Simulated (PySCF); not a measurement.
**PtF₄: structure of the singlet**

Where does singlet PtF₄ go from a tetrahedral start, is the end point a minimum, and what are its modes, charges and moments?

Computed with PySCF 2.14.0. Level: PBE0, basis Pt def2-SVP with ECP60, F def2-SVP, scalar-relativistic core potentials, no spin–orbit coupling, density fitting.

### Step 1. The system as given

5 atoms, charge 0, spin multiplicity 1.

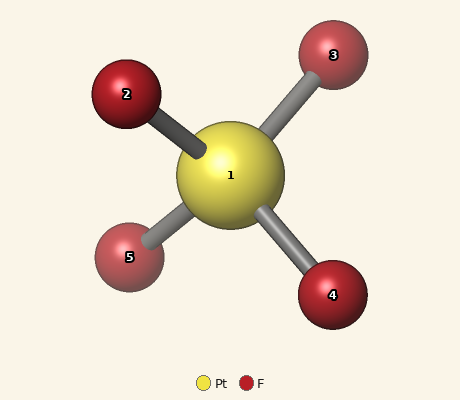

The starting geometry (platinum yellow, fluorine red); atoms are numbered from 1 in the order of the file.

```xyz
5
charge 0 multiplicity 1
Pt    0.0000    0.0000    0.0000
F     1.5268   -0.0001    1.0796
F    -1.5268    0.0000    1.0796
F     0.0000    1.5268   -1.0796
F     0.0000   -1.5268   -1.0797
```

### Step 2. Relaxing the singlet from the tetrahedral start

The steps below are one call of a driver around PySCF. For each, scf.py gives the equivalent set-up of the SCF; relaxations use the driver's own optimiser. Before each start the driver seeks the lowest SCF state from one or more starting densities and follows internal instabilities, so scf.py alone need not reach the same state.

The program finds Td symmetry in the start, which this walk keeps. Threshold on the gradient: 0.0003 Eh/bohr, with a further test on the energy change.

scf.py

```python
from pyscf import gto, scf, dft
mol = gto.M(atom='''
Pt    -0.000000    -0.000000     0.000000
F      1.526815    -0.000057     1.079621
F     -1.526815    -0.000000     1.079621
F      0.000028     1.526843    -1.079581
F     -0.000028    -1.526786    -1.079661''',
    basis={'Pt': 'def2-SVP', 'F': 'def2-SVP'},
    ecp={'Pt': 'def2-SVP'},
    charge=0, spin=0)
mf = dft.RKS(mol, xc='PBE0')
mf.grids.atom_grid = (50, 194)
aux = {'Pt': 'def2-universal-JKFIT', 'F': 'def2-universal-JKFIT'}
mf = mf.density_fit(auxbasis=aux)
mf.kernel()
```

Energy and gradient, step by step:

| step | energy (Eh) | change (kJ/mol) | largest symmetric gradient (Eh/bohr) |
| --- | --- | --- | --- |
| 0 | -517.783709 | 0.00 | 0.02266 |
| 1 | -517.787731 | -10.56 | 0.00717 |
| 2 | -517.788276 | -11.99 | 0.00093 |
| 3 | -517.788283 | -12.01 | 0.00004 |

The walk needed 4.8 s of wall time on 4 threads, shared host.

Positions (Å) and forces (eV/Å) along the way, with the part that breaks the symmetry left in:

```
step 0
Pt   0.000   0.000   0.000   0.000   0.000   0.000
F    1.527   0.000   1.080   0.164   0.000   2.240
F   -1.527   0.000   1.080  -0.164   0.000   2.240
F    0.000   1.527  -1.080   0.000   0.164  -2.240
F    0.000  -1.527  -1.080   0.000  -0.164  -2.240
step 1
Pt   0.000   0.000   0.000   0.000   0.000   0.000
F    1.577   0.000   1.115  -1.231   0.000   0.958
F   -1.577   0.000   1.115   1.231   0.000   0.958
F    0.000   1.577  -1.115   0.000  -1.230  -0.958
F    0.000  -1.577  -1.115   0.000   1.231  -0.958
step 2
Pt   0.000   0.000   0.000  -0.001   0.000   0.000
F    1.565   0.000   1.107  -0.941   0.000   1.230
F   -1.565   0.000   1.107   0.942   0.000   1.229
F    0.000   1.565  -1.107   0.000  -0.941  -1.229
F    0.000  -1.565  -1.107   0.000   0.941  -1.229
step 3
Pt   0.000   0.000   0.000  -0.001   0.000   0.000
F    1.563   0.000   1.105  -0.895   0.000   1.272
F   -1.563   0.000   1.105   0.896   0.000   1.272
F    0.000   1.563  -1.105   0.000  -0.896  -1.272
F    0.000  -1.563  -1.106   0.000   0.896  -1.272
```

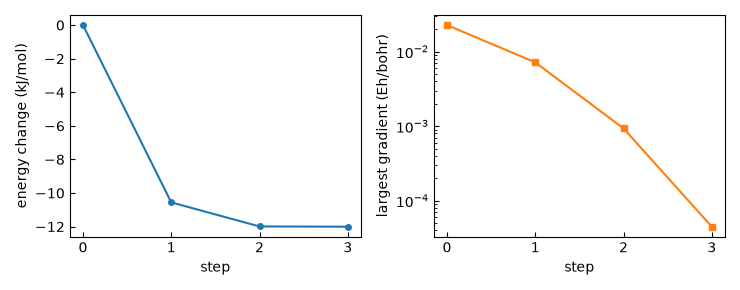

How energy and gradient fall.

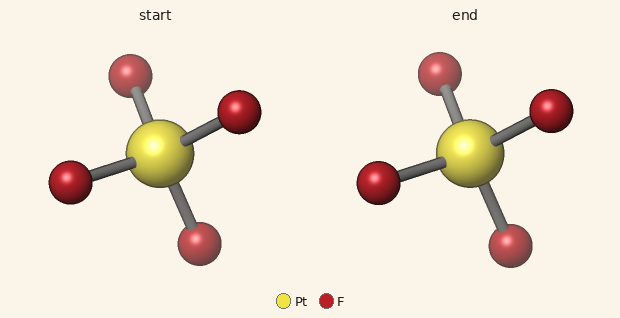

Start and end of the relaxation.

It settles in Td symmetry, 12.0 kJ/mol below the start, after 3 steps: Pt–F 1.915 Å (×4); F–Pt–F 109.5° (×6). A gradient of 0.0247 Eh/bohr that breaks the symmetry is left: this electronic state wants a lower symmetry.

### Step 3. Releasing the symmetry

The geometry is nudged along the force that breaks the symmetry.

The program finds D2d symmetry in the start, which may break. Threshold on the gradient: 0.0003 Eh/bohr, with a further test on the energy change.

scf.py: that of step 2 with these lines changed.

```diff
@@ -3,5 +3,5 @@
-Pt    -0.000000    -0.000000     0.000000
-F      1.526815    -0.000057     1.079621
-F     -1.526815    -0.000000     1.079621
-F      0.000028     1.526843    -1.079581
-F     -0.000028    -1.526786    -1.079661''',
+Pt     0.000000    -0.000000     0.000000
+F      1.513401    -0.000059     1.155487
+F     -1.513396     0.000004     1.155493
+F      0.000029     1.513426    -1.155454
+F     -0.000034    -1.513371    -1.155526''',
```

Steps of the walk:

| step | energy (Eh) | change (kJ/mol) | largest gradient (Eh/bohr) |
| --- | --- | --- | --- |
| 0 | -517.803732 | 0.00 | 0.02454 |
| 1 | -517.839225 | -93.19 | 0.02516 |
| 2 | -517.863766 | -157.62 | 0.01325 |
| 3 | -517.866549 | -164.93 | 0.00381 |
| 4 | -517.866794 | -165.57 | 0.00078 |
| 5 | -517.866823 | -165.65 | 0.00015 |
| 6 | -517.866824 | -165.65 | 0.00004 |

The walk took 8.6 s.

Positions (Å) and forces (eV/Å) along the way:

```
step 0
Pt   0.000   0.000   0.000   0.000   0.000   0.000
F    1.513   0.000   1.155  -0.832   0.000   1.262
F   -1.513   0.000   1.155   0.832   0.000   1.262
F    0.000   1.513  -1.155   0.000  -0.832  -1.262
F    0.000  -1.513  -1.156   0.000   0.832  -1.262
step 1
Pt   0.000   0.000   0.000   0.000   0.000   0.000
F    1.399   0.000   1.313  -1.294   0.000   0.200
F   -1.399   0.000   1.313   1.294   0.000   0.200
F    0.000   1.399  -1.313   0.000  -1.294  -0.200
F    0.000  -1.399  -1.313   0.000   1.294  -0.200
step 3
Pt   0.000   0.000   0.000   0.000   0.000   0.000
F    1.153   0.000   1.469   0.196   0.000  -0.062
F   -1.153   0.000   1.469  -0.196   0.000  -0.062
F    0.000   1.153  -1.469   0.000   0.196   0.062
F    0.000  -1.153  -1.469   0.000  -0.196   0.062
step 6
Pt   0.000   0.000   0.000   0.000   0.000   0.002
F    1.175   0.000   1.455   0.002   0.000   0.001
F   -1.175   0.000   1.455  -0.002   0.000   0.001
F    0.000   1.175  -1.455   0.000   0.002  -0.002
F    0.000  -1.175  -1.455   0.000  -0.002  -0.002
```

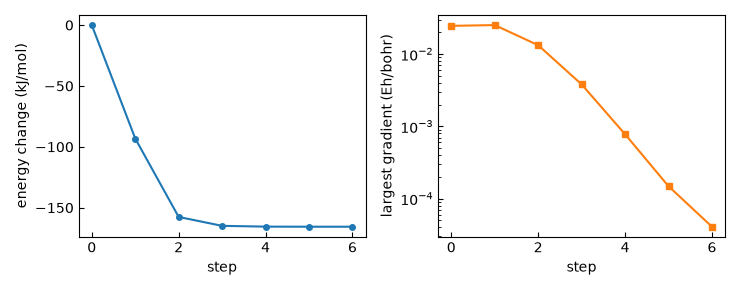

How energy and gradient fall.

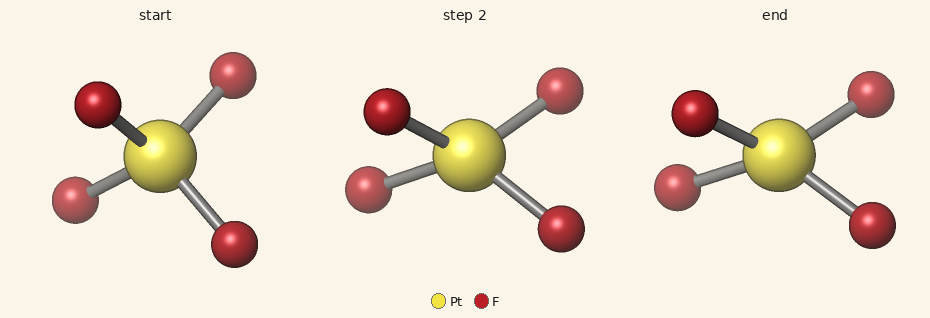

The geometry along the walk, at one scale.

End point (D2d, 6 steps, 165.6 kJ/mol gained): Pt–F 1.870 Å (×4); F–Pt–F 77.8° (×2), F–Pt–F 127.3° (×4).

### Step 4. Vibrations and properties at this point

The point is checked on the finer grid, and tightened if its gradient asks for it. The Hessian and the dipole derivatives come from central differences of analytic gradients, with steps of 0.01 bohr.

scf.py: that of step 3 with these lines changed.

```diff
@@ -3,5 +3,5 @@
-Pt     0.000000    -0.000000     0.000000
-F      1.513401    -0.000059     1.155487
-F     -1.513396     0.000004     1.155493
-F      0.000029     1.513426    -1.155454
-F     -0.000034    -1.513371    -1.155526''',
+Pt     0.000000     0.000000     0.000000
+F      1.170941    -0.000070     1.458170
+F     -1.170938     0.000006     1.458172
+F      0.000036     1.170971    -1.458146
+F     -0.000039    -1.170907    -1.458197''',
@@ -12 +12 @@
-mf.grids.atom_grid = (50, 194)
+mf.grids.atom_grid = (75, 302)
```

This SCF starts from the last density.

SCF at the final geometry:

```text
init E= -517.86663048397
  HOMO = -0.362156915707834  LUMO = -0.213870434021871  gap/eV = 4.03508
cycle= 1 E= -517.866630483949  delta_E= 2.14e-11  |g|= 1.2e-05  |ddm|= 1.42e-05
  HOMO = -0.362159294594029  LUMO = -0.213872795143745  gap/eV = 4.03508
cycle= 2 E= -517.866630483792  delta_E= 1.57e-10  |g|= 3.05e-05  |ddm|= 3.28e-05
  HOMO = -0.362157866843417  LUMO = -0.21387138848178  gap/eV = 4.03508
cycle= 3 E= -517.866630483978  delta_E= -1.86e-10  |g|= 6.84e-07  |ddm|= 2.28e-05
  HOMO = -0.362157736870374  LUMO = -0.213871249980548  gap/eV = 4.03508
cycle= 4 E= -517.866630483978  delta_E= -2.27e-13  |g|= 3.69e-08  |ddm|= 6.76e-07
  HOMO = -0.362157737862788  LUMO = -0.213871250810635  gap/eV = 4.03508
Extra cycle  E= -517.866630483977  delta_E= 1.59e-12  |g|= 3.01e-08  |ddm|= 1.18e-07
converged SCF energy = -517.866630483977
```

The whole step took 17 s.

Geometry: D2d; Pt–F 1.870 Å (×4); F–Pt–F 77.5° (×2), F–Pt–F 127.4° (×4).

Harmonic modes (main isotopes):

| symmetry | ω (cm⁻¹) | IR (km/mol) | μ (u) | type |
| --- | --- | --- | --- | --- |
| e | 105i | 27.8 | 23.51 | bend |
| b1 | 66i | 0.0 | 19.00 | bend |
| a1 | 318 | 0.0 | 19.00 | bend |
| b2 | 349 | 0.5 | 20.62 | bend |
| e | 597 | 99.0 | 20.23 | stretch |
| a1 | 669 | 0.0 | 19.00 | stretch |
| b2 | 695 | 74.4 | 23.01 | stretch |

3 modes are imaginary, the largest at 105i cm⁻¹: a saddle point, not a minimum.

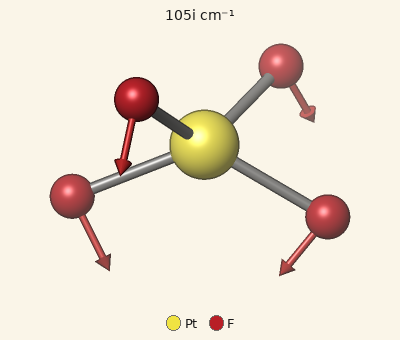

The imaginary mode, as arrows.

Properties at this point:

```yaml
Dipole_moment: 0.00 D
Highest_occupied_level: -9.85 eV
Lowest_empty_level: -5.82 eV
Rotational_constants: 0.1618, 0.07889, 0.07889 cm⁻¹
Zero-point_energy_real_modes: 19.3 kJ/mol
Principal_polarisabilities: 28.0, 28.0, 43.4 bohr³
Atomisation_energy_without_zero-point_energy: 1104 kJ/mol
Principal_traceless_quadrupole_moments_about_the_centre_of_mass: -5.93, 2.96, 2.96 D Å
```

Charges (e) and bond orders:

```json
{"atom": "Pt1", "Mulliken": "1.11", "Löwdin": "0.51", "polar tensor": "1.65", "Mayer order to Pt1": "–"}
{"atom": "F2,3,4,5", "Mulliken": "-0.28", "Löwdin": "-0.13", "polar tensor": "-0.41", "Mayer order to Pt1": "0.96"}
```

Outer orbital energies (eV). occupied: -13.07, -13.07, -12.50, -12.00, -12.00, -10.38, -10.27, -9.85; empty: -5.82, -5.82, -0.85, 1.14.

Mulliken populations on Pt1 (outside its core potential): s 2.58, p 6.35, d 7.90, f 0.07.

### Step 5. Leaving the saddle point

The atoms are moved a little along the softest imaginary mode and relaxed again.

The program finds C1 symmetry in the start. The walk stops when the largest gradient is under 0.0003 Eh/bohr and the energy has settled too.

scf.py: that of step 4 with these lines changed.

```diff
@@ -3,5 +3,5 @@
-Pt     0.000000     0.000000     0.000000
-F      1.170941    -0.000070     1.458170
-F     -1.170938     0.000006     1.458172
-F      0.000036     1.170971    -1.458146
-F     -0.000039    -1.170907    -1.458197''',
+Pt     0.064998     0.042717     0.000001
+F      1.058913    -0.145637     1.594473
+F     -1.282965    -0.145555     1.321863
+F     -0.221445     1.097353    -1.547735
+F     -0.221521    -1.244529    -1.368610''',
@@ -12 +12 @@
-mf.grids.atom_grid = (75, 302)
+mf.grids.atom_grid = (50, 194)
```

Energy and gradient, step by step:

```csv
step,energy (Eh),change (kJ/mol),largest gradient (Eh/bohr)
0,-517.866930,0.00,0.01347
1,-517.868321,-3.65,0.00637
2,-517.868710,-4.67,0.00194
3,-517.868885,-5.13,0.00207
4,-517.869088,-5.66,0.00435
5,-517.869145,-5.81,0.00747
6,-517.869485,-6.71,0.00299
7,-517.870114,-8.36,0.00253
8,-517.871499,-12.00,0.00479
9,-517.872963,-15.84,0.00418
10,-517.873435,-17.08,0.01319
11,-517.874597,-20.13,0.00772
12,-517.874729,-20.48,0.01637
13,-517.875777,-23.23,0.00594
14,-517.876995,-26.42,0.00964
15,-517.879285,-32.44,0.01280
16,-517.882121,-39.88,0.02132
17,-517.882659,-41.30,0.02029
18,-517.885214,-48.01,0.01500
19,-517.886105,-50.34,0.00516
20,-517.886592,-51.62,0.00299
21,-517.886711,-51.94,0.00642
22,-517.886746,-52.03,0.00143
23,-517.886769,-52.09,0.00038
24,-517.886772,-52.09,0.00037
25,-517.886772,-52.09,0.00016
```

The walk took 41 s.

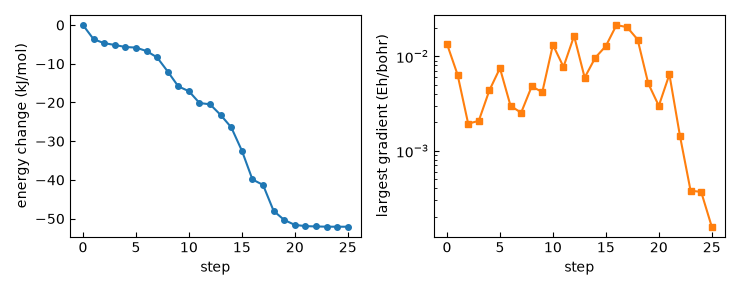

Energy and largest gradient along the walk.

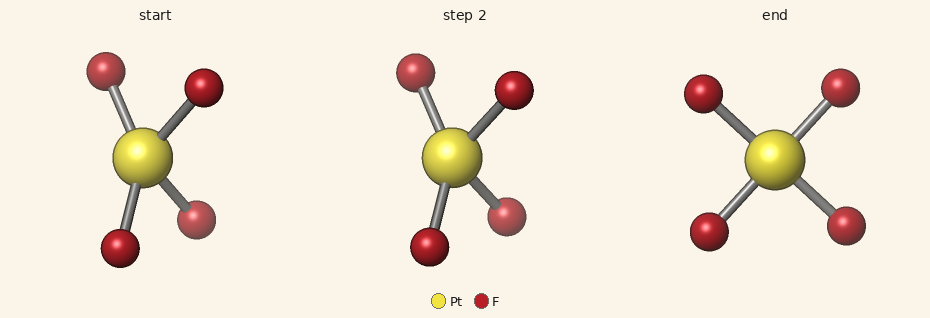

The geometry along the walk, at one scale.

It settles in D4h symmetry, 52.1 kJ/mol below the start, after 25 steps: Pt–F 1.840 Å (×4); F–Pt–F 90.0° (×4), F–Pt–F 180.0° (×2).

### Step 6. Vibrations and properties at this point

The same treatment as at the point before.

scf.py: that of step 5 with these lines changed.

```diff
@@ -3,5 +3,5 @@
-Pt     0.064998     0.042717     0.000001
-F      1.058913    -0.145637     1.594473
-F     -1.282965    -0.145555     1.321863
-F     -0.221445     1.097353    -1.547735
-F     -0.221521    -1.244529    -1.368610''',
+Pt     0.000000     0.000000     0.000000
+F      1.024019     0.812482     1.295668
+F     -0.818009    -1.026511     1.290206
+F      0.818009     1.026511    -1.290206
+F     -1.024019    -0.812482    -1.295668''',
@@ -12 +12 @@
-mf.grids.atom_grid = (50, 194)
+mf.grids.atom_grid = (75, 302)
```

Log of the central SCF (cycles and frontier levels):

```text
init E= -517.886789540141
  HOMO = -0.372384550430273  LUMO = -0.293257409782068  gap/eV = 2.15316
cycle= 1 E= -517.886789534093  delta_E= 6.05e-09  |g|= 0.000189  |ddm|= 0.000179
  HOMO = -0.37238501047833  LUMO = -0.293257858171778  gap/eV = 2.15316
cycle= 2 E= -517.886789479896  delta_E= 5.42e-08  |g|= 0.000564  |ddm|= 0.000534
  HOMO = -0.37238442577291  LUMO = -0.293257274295708  gap/eV = 2.15316
cycle= 3 E= -517.886789540918  delta_E= -6.1e-08  |g|= 3.07e-06  |ddm|= 0.0004
  HOMO = -0.372384408685646  LUMO = -0.293257260574901  gap/eV = 2.15316
cycle= 4 E= -517.886789540919  delta_E= -9.09e-13  |g|= 1.05e-06  |ddm|= 4.07e-06
  HOMO = -0.372384633599714  LUMO = -0.293257486730788  gap/eV = 2.15316
Extra cycle  E= -517.886789540921  delta_E= -2.5e-12  |g|= 1.98e-06  |ddm|= 8.84e-06
converged SCF energy = -517.886789540921
```

The whole step needed 15 s of wall time on 4 threads, shared host.

Geometry: D4h; Pt–F 1.841 Å (×4); F–Pt–F 90.0° (×4), F–Pt–F 180.0° (×2).

Modes, for the most abundant isotopes:

| symmetry | ω (cm⁻¹) | IR (km/mol) | μ (u) |
| --- | --- | --- | --- |
| eu | 186 | 38.8 | 21.44 |
| b2u | 235 | 0.0 | 19.00 |
| b2g | 294 | 0.0 | 19.00 |
| a2u | 306 | 7.5 | 25.44 |
| b1g | 646 | 0.0 | 19.00 |
| a1g | 704 | 0.0 | 19.00 |
| eu | 727 | 254 | 22.07 |

Every mode is real; the point is a minimum.

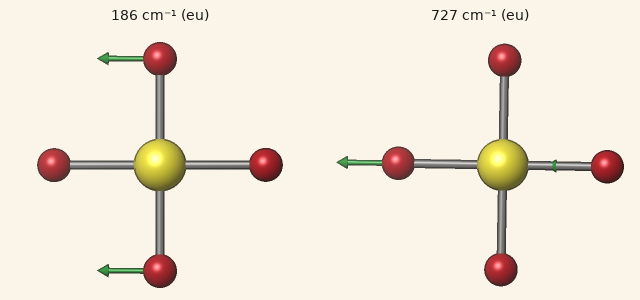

How the atoms move in 2 of the modes.

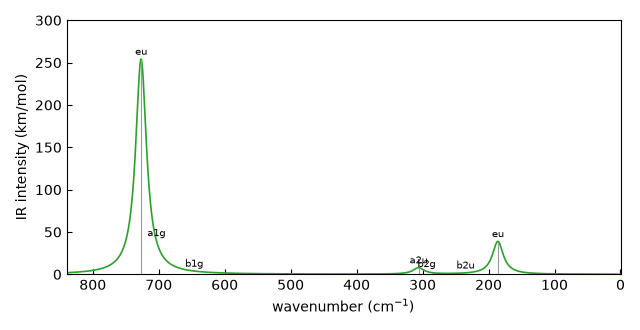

The harmonic infrared spectrum (widths in cm⁻¹). Lines are broadened to a width of 20 cm⁻¹ (Lorentzian).

Constants and moments:

```yaml
Dipole_moment: 0.00 D
Highest_occupied_level: -10.13 eV
Lowest_empty_level: -7.98 eV
Rotational_constants: 0.131, 0.131, 0.06548 cm⁻¹
Zero-point_energy: 24.0 kJ/mol
Principal_polarisabilities: 19.8, 43.2, 43.2 bohr³
Atomisation_energy_without_zero-point_energy: 1157 kJ/mol
Principal_traceless_quadrupole_moments_about_the_centre_of_mass: -2.64, -2.64, 5.27 D Å
Entropy_at_298.15_K_and_1_bar: 317.1 J/(mol K)
Heat_capacity_Cp_at_298.15_K: 84.2 J/(mol K)
Enthalpy_at_298.15_K_above_0_K: 17.70 kJ/mol
Rotational_symmetry_number: 8
```

Charges (e) and bond orders:

```json
{"atom": "Pt1", "Mulliken": "1.13", "Löwdin": "0.42", "polar tensor": "2.00", "Mayer order to Pt1": "–"}
{"atom": "F2,3,4,5", "Mulliken": "-0.28", "Löwdin": "-0.10", "polar tensor": "-0.50", "Mayer order to Pt1": "0.94"}
```

Outer orbital energies (eV). occupied: -13.40, -12.90, -12.82, -12.82, -12.24, -10.54, -10.13, -10.13; empty: -7.98, -3.35, 0.17, 0.48.

Mulliken populations on Pt1 (outside its core potential): s 2.64, p 6.37, d 7.76, f 0.09.

### Step 7. Would spin polarisation lower it?

At the lowest minimum the closed shell is tested against spin polarisation, on the (50, 194) grid. It is unstable: an open-shell solution lies lower. That solution was not followed to a minimum here.

### Step 8. All stationary points

| spin | group | bonds | imaginary modes (cm⁻¹) | ΔE (kJ/mol) | with zero-point energy |
| --- | --- | --- | --- | --- | --- |
| singlet | D4h | Pt–F 1.841 Å (×4) | none | 0.0 | 0.0 |
| singlet | D2d | Pt–F 1.870 Å (×4) | 105i, 105i, 66i | 52.9 | – |

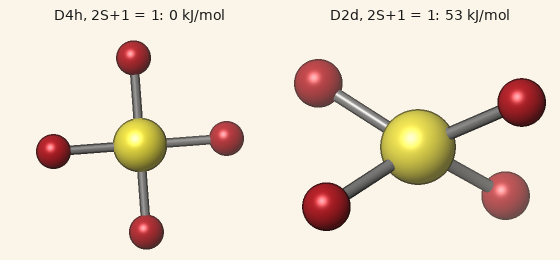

The points, lowest first (platinum yellow, fluorine red).

### Step 9. What came out

| quantity | value |
| --- | --- |
| minimum | singlet, D4h (closed shell, unstable towards spin polarisation) |
| geometry | Pt–F 1.841 Å (×4); F–Pt–F 90.0° (×4), F–Pt–F 180.0° (×2) |
| wavenumbers (cm⁻¹) | 186 (eu), 235 (b2u), 294 (b2g), 306 (a2u), 646 (b1g), 704 (a1g), 727 (eu) |
| dipole moment | 0.00 D |
| highest occupied, lowest empty level | -10.13, -7.98 eV |
| polar-tensor charge of Pt1 | +2.00 e |
| zero-point energy | 24.0 kJ/mol |

In words: The tetrahedral start (Td) ends in a minimum of D4h symmetry, after a first stop at a higher-order saddle point 52.9 kJ/mol higher, from which it was pushed off along an imaginary mode. In the infrared the band at 727 cm⁻¹ (eu, stretch) leads. Pt1 has a polar-tensor charge of +2.0 e (a dipole derivative, not a static charge), yet symmetry cancels the bond dipoles. Other starts or spin states, not run here, may lie lower. A stability analysis at the minimum finds the closed shell unstable towards spin polarisation: an open-shell solution lies lower, and these values are not those of the lowest state. With an element this heavy the missing spin–orbit coupling can shift these numbers.

The search up to here took 92 s.
